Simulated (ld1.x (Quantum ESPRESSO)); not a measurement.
Hf: pseudopotential generation (part 2 of 2)

The same run, continued: hafnium (Hf, Z = 72), core [Kr] 4d10 4f14, reference valence 5s2 5p6 5d2 6s2 6p0, valence charge 12. Method: TM potential, PBE, fully relativistic, made with ld1.x (Quantum ESPRESSO) 7.5.

**Output of the test run (extracts), continued**
```
     ---------------------- End of pseudopotential test ----------------------

     ---------------------- Testing the pseudopotential ----------------------

     Hf
     dirac relativistic calculation

     atomic number is 72.00   valence charge is 12.00
     dft =PBE   lsd =0 sic =0 latt =0  beta=0.20 tr2=1.0E-14
     mesh =1271 r(mesh) =  99.31870 xmin = -7.00 dx = 0.01250

     n l  j  nl             e AE (Ry)       e PS (Ry)    De AE-PS (Ry)
     1 0 0.5 5S   1( 2.00)       -6.91498       -6.87642       -0.03855  !
     2 1 0.5 5P   1( 2.00)       -5.01096       -4.97109       -0.03987  !
     2 1 1.5 5P   1( 4.00)       -4.42628       -4.38579       -0.04049  !
     3 2 1.5 5D   1( 0.40)       -2.02273       -1.95300       -0.06973  !
     3 2 2.5 5D   1( 0.60)       -1.97161       -1.95300       -0.01861  !
     2 0 0.5 6S   1( 0.00)       -1.90664       -1.80857       -0.09807  !
     3 1 0.5 6P   1( 0.00)       -1.48202       -1.47214       -0.00988  !
     3 1 1.5 6P   1( 0.00)       -1.39283       -1.35331       -0.03951  !

     eps = 9.2E-15  iter =  9

     Etot =  -30192.151134 Ry,  -15096.075567 Ha, -410785.143055 eV
     Etotps =   -94.466357 Ry,     -47.233178 Ha,   -1285.280259 eV
     dEtot_ae =       3.229729 Ry
     dEtot_ps =       3.091159 Ry,   Delta E=       0.138570 Ry

     Ekin =      26.764898 Ry,      13.382449 Ha,     364.154983 eV
     Encl =    -164.392307 Ry,     -82.196154 Ha,   -2236.671283 eV
     Ehrt =      54.257257 Ry,      27.128628 Ha,     738.207582 eV
     Ecxc =     -10.065581 Ry,      -5.032790 Ha,    -136.949204 eV
     Epseu=      -1.030623 Ry,      -0.515311 Ha,     -14.022337 eV

     ---------------------- End of pseudopotential test ----------------------

     ---------------------- Testing the pseudopotential ----------------------

     Hf
     dirac relativistic calculation

     atomic number is 72.00   valence charge is 12.00
     dft =PBE   lsd =0 sic =0 latt =0  beta=0.20 tr2=1.0E-14
     mesh =1271 r(mesh) =  99.31870 xmin = -7.00 dx = 0.01250

     n l  j  nl             e AE (Ry)       e PS (Ry)    De AE-PS (Ry)
     1 0 0.5 5S   1( 2.00)       -5.15610       -5.14623       -0.00987  !
     2 1 0.5 5P   1( 2.00)       -3.26642       -3.25682       -0.00960  !
     2 1 1.5 5P   1( 4.00)       -2.69582       -2.68655       -0.00927  !
     3 2 1.5 5D   1( 0.80)       -0.44842       -0.41988       -0.02855  !
     3 2 2.5 5D   1( 1.20)       -0.41319       -0.41988        0.00669  !
     2 0 0.5 6S   1( 1.50)       -0.58422       -0.54468       -0.03954  !
     3 1 0.5 6P   1( 0.00)       -0.30462       -0.30610        0.00148
     3 1 1.5 6P   1( 0.00)       -0.26708       -0.26025       -0.00684  !

     eps = 5.0E-15  iter = 12

     Etot =  -30195.141557 Ry,  -15097.570779 Ha, -410825.829831 eV
     Etotps =   -97.335869 Ry,     -48.667934 Ha,   -1324.321959 eV
     dEtot_ae =       0.239306 Ry
     dEtot_ps =       0.221647 Ry,   Delta E=       0.017659 Ry

     Ekin =      28.756406 Ry,      14.378203 Ha,     391.250832 eV
     Encl =    -185.342841 Ry,     -92.671421 Ha,   -2521.717818 eV
     Ehrt =      71.471803 Ry,      35.735902 Ha,     972.423424 eV
     Ecxc =     -11.253393 Ry,      -5.626696 Ha,    -153.110206 eV
     Epseu=      -0.967844 Ry,      -0.483922 Ha,     -13.168191 eV

     ---------------------- End of pseudopotential test ----------------------

     ---------------------- Testing the pseudopotential ----------------------

     Hf
     dirac relativistic calculation

     atomic number is 72.00   valence charge is 12.00
     dft =PBE   lsd =0 sic =0 latt =0  beta=0.20 tr2=1.0E-14
     mesh =1271 r(mesh) =  99.31870 xmin = -7.00 dx = 0.01250

     n l  j  nl             e AE (Ry)       e PS (Ry)    De AE-PS (Ry)
     1 0 0.5 5S   1( 2.00)       -5.27328       -5.23028       -0.04300  !
     2 1 0.5 5P   1( 2.00)       -3.39021       -3.34957       -0.04064  !
     2 1 1.5 5P   1( 4.00)       -2.82539       -2.78701       -0.03839  !
     3 2 1.5 5D   1( 1.20)       -0.60588       -0.55959       -0.04630  !
     3 2 2.5 5D   1( 1.80)       -0.57193       -0.55959       -0.01234  !
     2 0 0.5 6S   1( 0.00)       -0.75017       -0.69760       -0.05257  !
     3 1 0.5 6P   1( 0.00)       -0.46200       -0.45299       -0.00901  !
     3 1 1.5 6P   1( 0.00)       -0.42078       -0.40420       -0.01659  !

     eps = 8.2E-15  iter = 14

     Etot =  -30194.646522 Ry,  -15097.323261 Ha, -410819.094531 eV
     Etotps =   -96.892912 Ry,     -48.446456 Ha,   -1318.295228 eV
     dEtot_ae =       0.734341 Ry
     dEtot_ps =       0.664603 Ry,   Delta E=       0.069738 Ry

     Ekin =      29.689262 Ry,      14.844631 Ha,     403.942993 eV
     Encl =    -184.522401 Ry,     -92.261201 Ha,   -2510.555165 eV
     Ehrt =      70.275189 Ry,      35.137594 Ha,     956.142655 eV
     Ecxc =     -11.333582 Ry,      -5.666791 Ha,    -154.201240 eV
     Epseu=      -1.001380 Ry,      -0.500690 Ha,     -13.624472 eV

     ---------------------- End of pseudopotential test ----------------------

     ---------------------- Testing the pseudopotential ----------------------

     Hf
     dirac relativistic calculation

     atomic number is 72.00   valence charge is 12.00
     dft =PBE   lsd =0 sic =0 latt =0  beta=0.20 tr2=1.0E-14
     mesh =1271 r(mesh) =  99.31870 xmin = -7.00 dx = 0.01250

     n l  j  nl             e AE (Ry)       e PS (Ry)    De AE-PS (Ry)
     1 0 0.5 5S   1( 2.00)       -5.02102       -5.00527       -0.01575  !
     2 1 0.5 5P   1( 2.00)       -3.13072       -3.11568       -0.01504  !
     2 1 1.5 5P   1( 4.00)       -2.55940       -2.54496       -0.01444  !
     3 2 1.5 5D   1( 0.80)       -0.30562       -0.27382       -0.03180  !
     3 2 2.5 5D   1( 1.20)       -0.27037       -0.27382        0.00346
     2 0 0.5 6S   1( 1.00)       -0.44043       -0.40026       -0.04017  !
     3 1 0.5 6P   1( 0.33)       -0.17466       -0.17407       -0.00059
     3 1 1.5 6P   1( 0.67)       -0.14249       -0.13511       -0.00738  !

     eps = 5.9E-15  iter = 18

     Etot =  -30195.101692 Ry,  -15097.550846 Ha, -410825.287446 eV
     Etotps =   -97.311220 Ry,     -48.655610 Ha,   -1323.986593 eV
     dEtot_ae =       0.279170 Ry
     dEtot_ps =       0.246296 Ry,   Delta E=       0.032875 Ry

     Ekin =      28.887245 Ry,      14.443623 Ha,     393.030994 eV
     Encl =    -187.040178 Ry,     -93.520089 Ha,   -2544.811259 eV
     Ehrt =      73.158613 Ry,      36.579306 Ha,     995.373635 eV
     Ecxc =     -11.324436 Ry,      -5.662218 Ha,    -154.076794 eV
     Epseu=      -0.992465 Ry,      -0.496232 Ha,     -13.503169 eV

     ---------------------- End of pseudopotential test ----------------------

     ---------------------- Testing the pseudopotential ----------------------

     Hf
     dirac relativistic calculation

     atomic number is 72.00   valence charge is 12.00
     dft =PBE   lsd =0 sic =0 latt =0  beta=0.20 tr2=1.0E-14
     mesh =1271 r(mesh) =  99.31870 xmin = -7.00 dx = 0.01250

     n l  j  nl             e AE (Ry)       e PS (Ry)    De AE-PS (Ry)
     1 0 0.5 5S   1( 2.00)       -7.91334       -7.89353       -0.01981  !
     2 1 0.5 5P   1( 2.00)       -5.99089       -5.96559       -0.02530  !
     2 1 1.5 5P   1( 4.00)       -5.38964       -5.36047       -0.02917  !
     3 2 1.5 5D   1( 0.00)       -2.88231       -2.80883       -0.07348  !
     3 2 2.5 5D   1( 0.00)       -2.82220       -2.80883       -0.01337  !
     2 0 0.5 6S   1( 0.00)       -2.58259       -2.45417       -0.12841  !
     3 1 0.5 6P   1( 0.00)       -2.08652       -2.08391       -0.00262
     3 1 1.5 6P   1( 0.00)       -1.96867       -1.91292       -0.05575  !

     eps = 1.5E-15  iter =  7

     Etot =  -30189.738267 Ry,  -15094.869134 Ha, -410752.314328 eV
     Etotps =   -92.092096 Ry,     -46.046048 Ha,   -1252.976801 eV
     dEtot_ae =       5.642595 Ry
     dEtot_ps =       5.465419 Ry,   Delta E=       0.177176 Ry

     Ekin =      24.273398 Ry,      12.136699 Ha,     330.256407 eV
     Encl =    -151.745295 Ry,     -75.872648 Ha,   -2064.599918 eV
     Ehrt =      45.662865 Ry,      22.831432 Ha,     621.274922 eV
     Ecxc =      -9.231099 Ry,      -4.615550 Ha,    -125.595502 eV
     Epseu=      -1.051965 Ry,      -0.525982 Ha,     -14.312710 eV

     ---------------------- End of pseudopotential test ----------------------
```

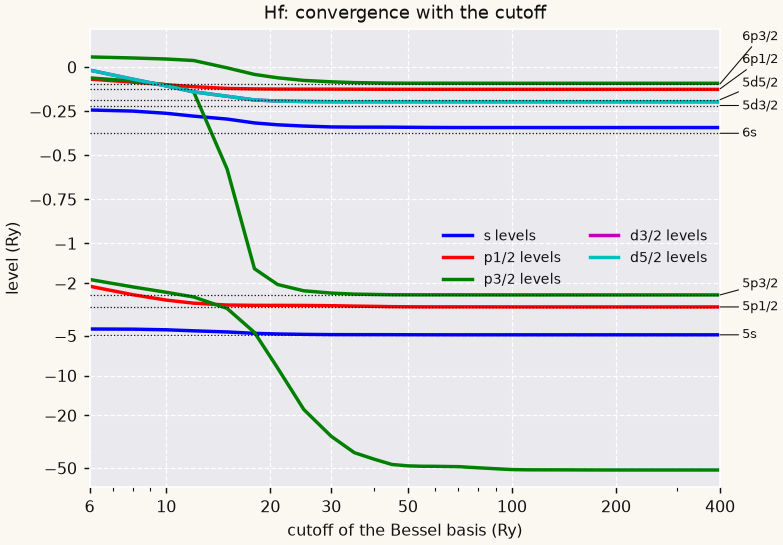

Fig. 1: The pseudo-atom Hamiltonian at the reference potential is diagonalised in spherical Bessel functions (20 bohr box) up to the cutoff. Curves: the lowest levels of each channel that holds a bound state. Dotted lines: the all-electron valence levels.

- Ghost states: ghost state below the valence levels: p3/2 at -703.7 eV. A ghost is a state of the pseudo-atom that lies below a valence level of its channel, or is bound in a channel without one, and matches no all-electron valence level; bound levels above the valence ones can be real empty states. Not every valence level is met: 6s ends 0.033 Ry too high, 5d3/2 ends 0.021 Ry too high, 5d5/2 ends 0.012 Ry too low at the highest cutoff, where a miss can come from the basis as well as from the potential. In Ry: p3/2 -51.72.
- All-electron valence levels: 5s: -4.9 Ry; 6s: -0.38 Ry; 5p1/2: -3.0 Ry; 6p1/2: -0.12 Ry; 5p3/2: -2.45 Ry; 6p3/2: -0.10 Ry; 5d3/2: -0.22 Ry; 5d5/2: -0.19 Ry.
- Onset of the ghost: the lowest p3/2 curve lies clearly below the lowest valence level of its channel from about 15 Ry on and ends at -51.72 Ry. The potential isn't sound: the pseudo-atom misses its own reference levels by up to 0.43 eV.

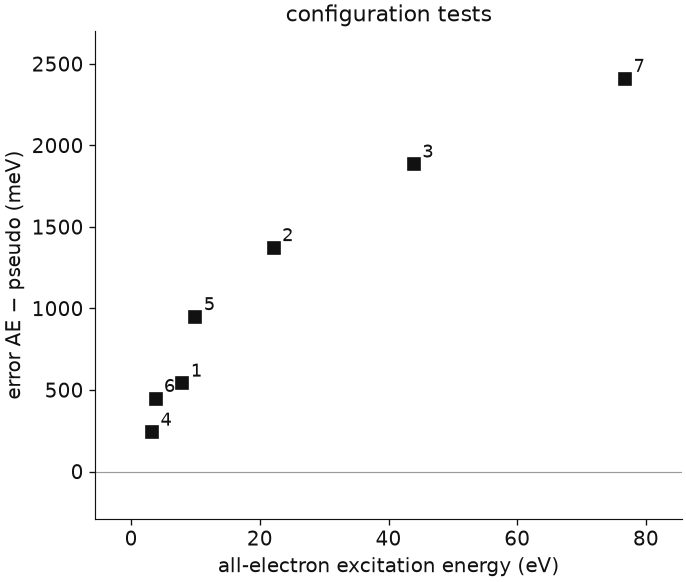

Fig. 2: Errors, all-electron minus pseudo, of the energies of valence configurations relative to the unpolarised reference 5s2 5p6 5d2 6s2 6p0. Points: 1 = 5s2 5p6 5d2 6s1 6p0; 2 = 5s2 5p6 5d2 6s0 6p0; 3 = 5s2 5p6 5d1 6s0 6p0; 4 = 5s2 5p6 5d2 6s1.5 6p0; 5 = 5s2 5p6 5d3 6s0 6p0; 6 = 5s2 5p6 5d2 6s1 6p1; 7 = 5s2 5p6 5d0 6s0 6p0.

- Worst configuration: 5s2 5p6 5d0 6s0 6p0 (charge +4): the error is +2411 meV on an all-electron energy of +76.77 eV relative to the reference, or 3.1 %. Note that the pseudo-atom misses its own reference levels by up to 0.43 eV.
- Configurations within 10 meV and within 50 meV: 0 and 0 of 7.
- Errors in meV: 5s2 5p6 5d2 6s1 6p0: +541; 5s2 5p6 5d2 6s0 6p0: +1372; 5s2 5p6 5d1 6s0 6p0: +1885; 5s2 5p6 5d2 6s1.5 6p0: +240; 5s2 5p6 5d3 6s0 6p0: +949; 5s2 5p6 5d2 6s1 6p1: +447; 5s2 5p6 5d0 6s0 6p0: +2411. The potential isn't sound: its ghost test gives ghost state below the valence levels: p3/2 at -703.7 eV.

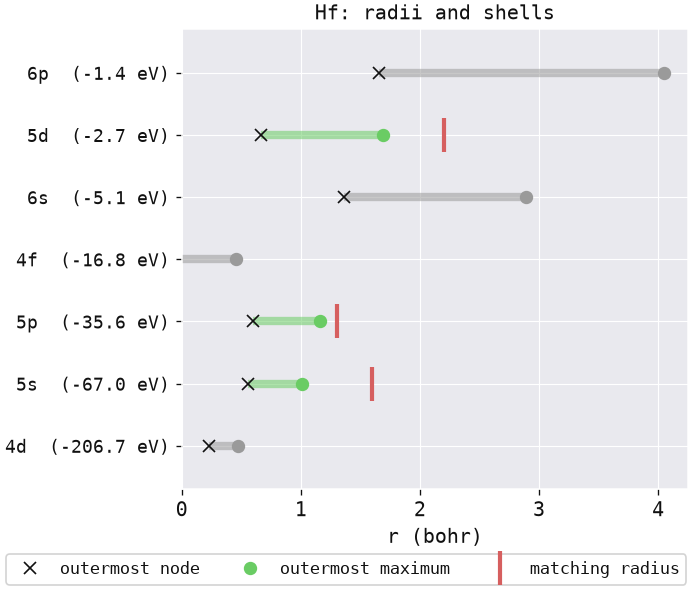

Fig. 3: Outer shells of the all-electron reference atom: each bar runs from the outermost node (or the nucleus) to the outermost maximum of u(r); the tick is the radius chosen for the pseudo-wave. Shells without a tick have no pseudo-wave of their own. Levels, nodes and maxima are from ld1.x, scalar-relativistic.

- Radii against the shells: 5s: 1.60 bohr, outside the maximum; 5p: 1.30 bohr, outside the maximum; 5d: 2.20 bohr, outside the maximum.

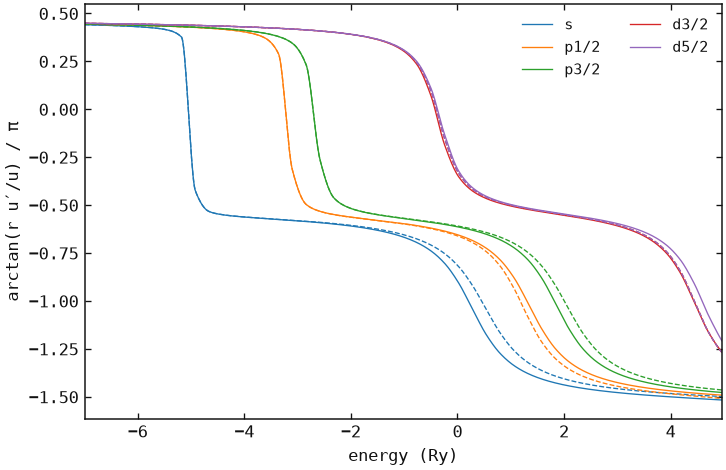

Fig. 4: Unwrapped phase arctan(r u′/u) in units of π against energy, all-electron (solid) and pseudo (dashed); the pseudo phase is matched to the all-electron one at the reference energy. Here u = r R(r). A near-vertical step is a level narrower than the spacing of the points behind the curves.

- Ghost states: the plot shows none: the two phases stay within 0.42 rad of each other in all channels drawn. The separate test gives: ghost state below the valence levels: p3/2 at -703.7 eV. The bound ghosts lie below the range of the plot.
- Range over which the phases agree within 0.05 rad: s: up to about -0.9 Ry; p1/2: up to about 0.5 Ry; p3/2: up to about 0.9 Ry; d3/2: not judged, since its reference level lies on a steep step; d5/2: not judged, since its reference level lies on a steep step.

Outcome of the run: generated, with a ghost state; no spin-orbit splitting in 5d; the pseudo-atom misses its reference levels by up to 0.43 eV (6s, which has no pseudo-wave of its own).
